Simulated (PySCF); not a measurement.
# C3H9B (BH2(nPr)) at HF/aug-cc-pVDZ

What is the vertical ionisation energy of C3H9B (BH2(nPr)) at HF/aug-cc-pVDZ? Input form: a Python script.

The calculation is run with PySCF 2.14.0.

10 further runs of the same task are left out: 6 that didn't finish, 4 set aside as unsound or not needed.

## Step 1: The structure to begin with

C3H9B has 13 atoms, charge 0, and is taken as a singlet. As SMILES, `[H]B([H])CCC`. The shape is that of a GFN2-xTB optimisation. This is one conformer, not always the lowest.

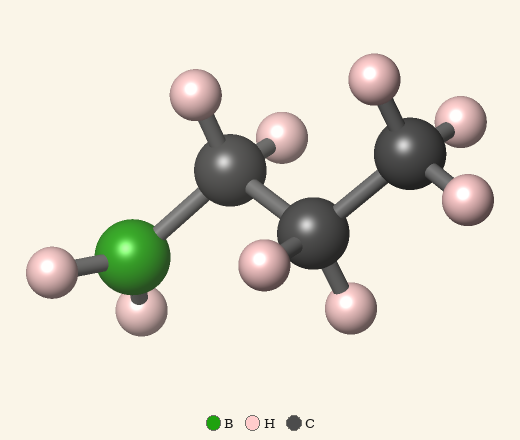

Viewed from a chosen angle; boron green, hydrogen pink, carbon dark grey.

## Step 2: The energy at HF/aug-cc-pVDZ

The input, job.py:

```python
from pyscf import gto, scf

mol = gto.M(
    atom=[
    ('B', (1.011300, 1.699510, 0.749120)),
    ('H', (2.180360, 1.719550, 0.769470)),
    ('H', (0.423490, 2.703820, 0.628570)),
    ('C', (0.230800, 0.335030, 0.807540)),
    ('C', (-0.088580, -0.116350, -0.633180)),
    ('C', (-0.856180, -1.432750, -0.652090)),
    ('H', (-0.719850, 0.420720, 1.338360)),
    ('H', (0.798880, -0.464960, 1.286040)),
    ('H', (0.843630, -0.231940, -1.190400)),
    ('H', (-0.678340, 0.655540, -1.132090)),
    ('H', (-1.802160, -1.331660, -0.124220)),
    ('H', (-1.064890, -1.737030, -1.675850)),
    ('H', (-0.278470, -2.219480, -0.171280)),
],
    spin=0,
    basis='aug-cc-pvdz',
    max_memory=40,
    verbose=4,
)

mf = scf.RHF(mol)
mf.direct_scf_tol = 1e-08
mf.max_cycle = 60
mf.conv_tol = 1e-08
mf.kernel()

etot = mf.e_tot
print('E(%s) = %.9f' % ('HF', etot))
```

The run is started by

```bash
OMP_NUM_THREADS=1 python job.py
```

Standard output:

```text
PySCF version 2.14.0

[INPUT] num. atoms = 13
[INPUT] num. electrons = 32
[INPUT] charge = 0
[INPUT] spin (= nelec alpha-beta = 2S) = 0
[INPUT] symmetry False subgroup None
[INPUT] Mole.unit = angstrom
[INPUT] Symbol           X                Y                Z      unit          X                Y                Z       unit  Magmom
[INPUT]  1 B      1.011300000000   1.699510000000   0.749120000000 AA    1.911080029773   3.211608445960   1.415631634434 Bohr   0.0
[INPUT]  2 H      2.180360000000   1.719550000000   0.769470000000 AA    4.120283252957   3.249478557496   1.454087561069 Bohr   0.0
[INPUT]  3 H      0.423490000000   2.703820000000   0.628570000000 AA    0.800280116492   5.109479290122   1.187825150118 Bohr   0.0
[INPUT]  4 C      0.230800000000   0.335030000000   0.807540000000 AA    0.436148789550   0.633114943513   1.526029434631 Bohr   0.0
[INPUT]  5 C     -0.088580000000  -0.116350000000  -0.633180000000 AA   -0.167391940114  -0.219869634593  -1.196536787552 Bohr   0.0
[INPUT]  6 C     -0.856180000000  -1.432750000000  -0.652090000000 AA   -1.617945713330  -2.707505104971  -1.232271508568 Bohr   0.0
[INPUT]  7 H     -0.719850000000   0.420720000000   1.338360000000 AA   -1.360319350768   0.795045575127   2.529133856073 Bohr   0.0
[INPUT]  8 H      0.798880000000  -0.464960000000   1.286040000000 AA    1.509664406393  -0.878647058878   2.430263385236 Bohr   0.0
[INPUT]  9 H      0.843630000000  -0.231940000000  -1.190400000000 AA    1.594229650467  -0.438303077332  -2.249529978682 Bohr   0.0
[INPUT] 10 H     -0.678340000000   0.655540000000  -1.132090000000 AA   -1.281876819337   1.238791063697  -2.139340048359 Bohr   0.0
[INPUT] 11 H     -1.802160000000  -1.331660000000  -0.124220000000 AA   -3.405588832646  -2.516472691038  -0.234741779193 Bohr   0.0
[INPUT] 12 H     -1.064890000000  -1.737030000000  -1.675850000000 AA   -2.012350452788  -3.282510970153  -3.166897525852 Bohr   0.0
[INPUT] 13 H     -0.278470000000  -2.219480000000  -0.171280000000 AA   -0.526232033908  -4.194209338950  -0.323672290616 Bohr   0.0

nuclear repulsion = 115.422033751467
number of shells = 77
number of NR pGTOs = 239
number of NR cGTOs = 173
basis = aug-cc-pvdz
ecp = {}

******** <class 'pyscf.scf.hf.RHF'> ********
method = RHF
initial guess = minao
damping factor = 0
level_shift factor = 0
DIIS = <class 'pyscf.scf.diis.CDIIS'>
diis_start_cycle = 1
diis_space = 8
diis_damp = 0
SCF conv_tol = 1e-08
SCF conv_tol_grad = None
SCF max_cycles = 60
direct_scf = True
direct_scf_tol = 1e-08
Set gradient conv threshold to 0.0001
Initial guess from minao.
init E= -143.949506293037
  HOMO = -0.310873697142007  LUMO = -0.0134670678241053  gap/eV = 8.09285
cycle= 1 E= -143.475001704932  delta_E= 0.475  |g|= 0.324  |ddm|= 4.78
  HOMO = -0.44492078159262  LUMO = 0.0352168107682672  gap/eV = 13.06521
cycle= 2 E= -143.515980114025  delta_E= -0.041  |g|= 0.0892  |ddm|= 0.757
  HOMO = -0.428330812816767  LUMO = 0.0362698649943622  gap/eV = 12.64243
cycle= 3 E= -143.519157232382  delta_E= -0.00318  |g|= 0.0298  |ddm|= 0.378
  HOMO = -0.436376318155646  LUMO = 0.0361158988255674  gap/eV = 12.85717
cycle= 4 E= -143.519451107393  delta_E= -0.000294  |g|= 0.00547  |ddm|= 0.0653
  HOMO = -0.437135146283553  LUMO = 0.0361195521938229  gap/eV = 12.87792
cycle= 5 E= -143.519466323285  delta_E= -1.52e-05  |g|= 0.00139  |ddm|= 0.018
  HOMO = -0.437212585099643  LUMO = 0.0361231123948285  gap/eV = 12.88012
cycle= 6 E= -143.519467916948  delta_E= -1.59e-06  |g|= 0.000405  |ddm|= 0.00486
  HOMO = -0.437214131995392  LUMO = 0.036125761571169  gap/eV = 12.88023
cycle= 7 E= -143.51946804286  delta_E= -1.26e-07  |g|= 0.000116  |ddm|= 0.00206
  HOMO = -0.437240992199837  LUMO = 0.0361233444078732  gap/eV = 12.88090
cycle= 8 E= -143.519468073404  delta_E= -3.05e-08  |g|= 4.9e-05  |ddm|= 0.00109
  HOMO = -0.437232493771097  LUMO = 0.0361227529441375  gap/eV = 12.88065
cycle= 9 E= -143.519467886743  delta_E= 1.87e-07  |g|= 2.83e-05  |ddm|= 0.00166
  HOMO = -0.437232020699128  LUMO = 0.0361217751203284  gap/eV = 12.88061
cycle= 10 E= -143.519468031807  delta_E= -1.45e-07  |g|= 2.92e-05  |ddm|= 0.00131
  HOMO = -0.437232613404036  LUMO = 0.0361220505258508  gap/eV = 12.88064
cycle= 11 E= -143.51946780944  delta_E= 2.22e-07  |g|= 2.68e-05  |ddm|= 0.000867
  HOMO = -0.437232621838702  LUMO = 0.0361216282956174  gap/eV = 12.88063
cycle= 12 E= -143.519467629444  delta_E= 1.8e-07  |g|= 3.76e-05  |ddm|= 0.000557
  HOMO = -0.437232576385375  LUMO = 0.0361217653764649  gap/eV = 12.88063
cycle= 13 E= -143.519467620894  delta_E= 8.55e-09  |g|= 3.97e-05  |ddm|= 0.000689
  HOMO = -0.437232428507036  LUMO = 0.0361223336923988  gap/eV = 12.88064
Extra cycle  E= -143.519467761025  delta_E= -1.4e-07  |g|= 1.21e-05  |ddm|= 0.00295
converged SCF energy = -143.519467761025
E(HF) = -143.519467761
```

It took 60 s on 1 thread of Arm Neoverse V1, shared host; peak memory 0.11 GiB.

## Step 3: The doublet cation at the same level

The input, input.py:

```python
from pyscf import gto, scf

molecule = gto.M(
    atom=[
    ('B', (1.011300, 1.699510, 0.749120)),
    ('H', (2.180360, 1.719550, 0.769470)),
    ('H', (0.423490, 2.703820, 0.628570)),
    ('C', (0.230800, 0.335030, 0.807540)),
    ('C', (-0.088580, -0.116350, -0.633180)),
    ('C', (-0.856180, -1.432750, -0.652090)),
    ('H', (-0.719850, 0.420720, 1.338360)),
    ('H', (0.798880, -0.464960, 1.286040)),
    ('H', (0.843630, -0.231940, -1.190400)),
    ('H', (-0.678340, 0.655540, -1.132090)),
    ('H', (-1.802160, -1.331660, -0.124220)),
    ('H', (-1.064890, -1.737030, -1.675850)),
    ('H', (-0.278470, -2.219480, -0.171280)),
],
    basis='aug-cc-pvdz',
    verbose=4,
    charge=1,
    max_memory=40,
    spin=1,
)

mf = scf.UHF(molecule)
mf.max_cycle = 60
mf.direct_scf_tol = 1e-08
mf.conv_tol = 1e-08
mf.kernel()

e_tot = mf.e_tot
print('E = %.10f Eh' % e_tot)
```

The run is started by

```bash
OMP_NUM_THREADS=1 python input.py
```

Standard output:

```text
PySCF version 2.14.0

[INPUT] num. atoms = 13
[INPUT] num. electrons = 31
[INPUT] charge = 1
[INPUT] spin (= nelec alpha-beta = 2S) = 1
[INPUT] symmetry False subgroup None
[INPUT] Mole.unit = angstrom
[INPUT] Symbol           X                Y                Z      unit          X                Y                Z       unit  Magmom
[INPUT]  1 B      1.011300000000   1.699510000000   0.749120000000 AA    1.911080029773   3.211608445960   1.415631634434 Bohr   0.0
[INPUT]  2 H      2.180360000000   1.719550000000   0.769470000000 AA    4.120283252957   3.249478557496   1.454087561069 Bohr   0.0
[INPUT]  3 H      0.423490000000   2.703820000000   0.628570000000 AA    0.800280116492   5.109479290122   1.187825150118 Bohr   0.0
[INPUT]  4 C      0.230800000000   0.335030000000   0.807540000000 AA    0.436148789550   0.633114943513   1.526029434631 Bohr   0.0
[INPUT]  5 C     -0.088580000000  -0.116350000000  -0.633180000000 AA   -0.167391940114  -0.219869634593  -1.196536787552 Bohr   0.0
[INPUT]  6 C     -0.856180000000  -1.432750000000  -0.652090000000 AA   -1.617945713330  -2.707505104971  -1.232271508568 Bohr   0.0
[INPUT]  7 H     -0.719850000000   0.420720000000   1.338360000000 AA   -1.360319350768   0.795045575127   2.529133856073 Bohr   0.0
[INPUT]  8 H      0.798880000000  -0.464960000000   1.286040000000 AA    1.509664406393  -0.878647058878   2.430263385236 Bohr   0.0
[INPUT]  9 H      0.843630000000  -0.231940000000  -1.190400000000 AA    1.594229650467  -0.438303077332  -2.249529978682 Bohr   0.0
[INPUT] 10 H     -0.678340000000   0.655540000000  -1.132090000000 AA   -1.281876819337   1.238791063697  -2.139340048359 Bohr   0.0
[INPUT] 11 H     -1.802160000000  -1.331660000000  -0.124220000000 AA   -3.405588832646  -2.516472691038  -0.234741779193 Bohr   0.0
[INPUT] 12 H     -1.064890000000  -1.737030000000  -1.675850000000 AA   -2.012350452788  -3.282510970153  -3.166897525852 Bohr   0.0
[INPUT] 13 H     -0.278470000000  -2.219480000000  -0.171280000000 AA   -0.526232033908  -4.194209338950  -0.323672290616 Bohr   0.0

nuclear repulsion = 115.422033751467
number of shells = 77
number of NR pGTOs = 239
number of NR cGTOs = 173
basis = aug-cc-pvdz
ecp = {}

******** <class 'pyscf.scf.uhf.UHF'> ********
method = UHF
initial guess = minao
damping factor = 0
level_shift factor = 0
DIIS = <class 'pyscf.scf.diis.CDIIS'>
diis_start_cycle = 1
diis_space = 8
diis_damp = 0
SCF conv_tol = 1e-08
SCF conv_tol_grad = None
SCF max_cycles = 60
direct_scf = True
direct_scf_tol = 1e-08
number electrons alpha = 16  beta = 15
Set gradient conv threshold to 0.0001
init E= -143.949506281795
[... the frontier-level lines of each cycle are left out ...]

cycle= 1 E= -143.031860026922  delta_E= 0.918  |g|= 0.352  |ddm|= 3.34
cycle= 2 E= -143.124443346419  delta_E= -0.0926  |g|= 0.137  |ddm|= 0.581
cycle= 3 E= -143.136746117986  delta_E= -0.0123  |g|= 0.0446  |ddm|= 0.319
cycle= 4 E= -143.139296364603  delta_E= -0.00255  |g|= 0.0162  |ddm|= 0.132
cycle= 5 E= -143.139944180501  delta_E= -0.000648  |g|= 0.0101  |ddm|= 0.0455
cycle= 6 E= -143.140314208073  delta_E= -0.00037  |g|= 0.00539  |ddm|= 0.04
cycle= 7 E= -143.140464557615  delta_E= -0.00015  |g|= 0.00303  |ddm|= 0.029
cycle= 8 E= -143.140517051616  delta_E= -5.25e-05  |g|= 0.00166  |ddm|= 0.0193
cycle= 9 E= -143.140533754907  delta_E= -1.67e-05  |g|= 0.00102  |ddm|= 0.0113
cycle= 10 E= -143.140541032947  delta_E= -7.28e-06  |g|= 0.000732  |ddm|= 0.00798
cycle= 11 E= -143.140543370223  delta_E= -2.34e-06  |g|= 0.000555  |ddm|= 0.00315
cycle= 12 E= -143.140546078227  delta_E= -2.71e-06  |g|= 0.000419  |ddm|= 0.00496
cycle= 13 E= -143.14054811141  delta_E= -2.03e-06  |g|= 0.000232  |ddm|= 0.00519
cycle= 14 E= -143.140548750556  delta_E= -6.39e-07  |g|= 0.000122  |ddm|= 0.0036
cycle= 15 E= -143.140548801645  delta_E= -5.11e-08  |g|= 7.93e-05  |ddm|= 0.00201
cycle= 16 E= -143.140549061657  delta_E= -2.6e-07  |g|= 6.58e-05  |ddm|= 0.0019
cycle= 17 E= -143.140548581991  delta_E= 4.8e-07  |g|= 4.88e-05  |ddm|= 0.00163
cycle= 18 E= -143.140548419646  delta_E= 1.62e-07  |g|= 4.21e-05  |ddm|= 0.00193
cycle= 19 E= -143.140548275642  delta_E= 1.44e-07  |g|= 3.69e-05  |ddm|= 0.00205
cycle= 20 E= -143.140548286534  delta_E= -1.09e-08  |g|= 2.97e-05  |ddm|= 0.00219
cycle= 21 E= -143.140548212441  delta_E= 7.41e-08  |g|= 2.97e-05  |ddm|= 0.00209
cycle= 22 E= -143.140548046754  delta_E= 1.66e-07  |g|= 2.01e-05  |ddm|= 0.00213
cycle= 23 E= -143.140547901263  delta_E= 1.45e-07  |g|= 1.47e-05  |ddm|= 0.00238
cycle= 24 E= -143.140547900631  delta_E= 6.32e-10  |g|= 2.94e-05  |ddm|= 0.000936
Extra cycle  E= -143.140547813138  delta_E= 8.75e-08  |g|= 3.18e-05  |ddm|= 0.0021
converged SCF energy = -143.140547813138  <S^2> = 0.76474231  2S+1 = 2.0146884
E = -143.1405478131 Eh
```

Wall time 2 min (1 thread of Arm Neoverse V1, shared host); peak memory 0.12 GiB.

## Step 4: What came out

At HF/aug-cc-pVDZ:

| quantity | value |
| --- | --- |
| singlet C3H9B: total energy | -143.51947 Eh |
| singlet C3H9B: dipole moment | 0.51 D |
| singlet C3H9B: HOMO energy | -11.90 eV |
| singlet C3H9B: LUMO energy | 0.98 eV |
| singlet C3H9B: HOMO–LUMO gap | 12.88 eV |
| doublet cation: total energy | -143.14055 Eh |
| doublet cation: HOMO energy (highest over α and β) | -18.73 eV |
| doublet cation: LUMO energy (lowest over α and β) | -8.68 eV |
| doublet cation: ⟨S²⟩ | 0.765 |
| vertical ionisation energy (to the doublet cation) | 10.311 eV |

What this shows: Removing an electron at fixed nuclei costs 10.31 eV (238 kcal/mol). −ε(HOMO) before ionisation, 11.90 eV, is 1.59 eV above this ionisation energy.
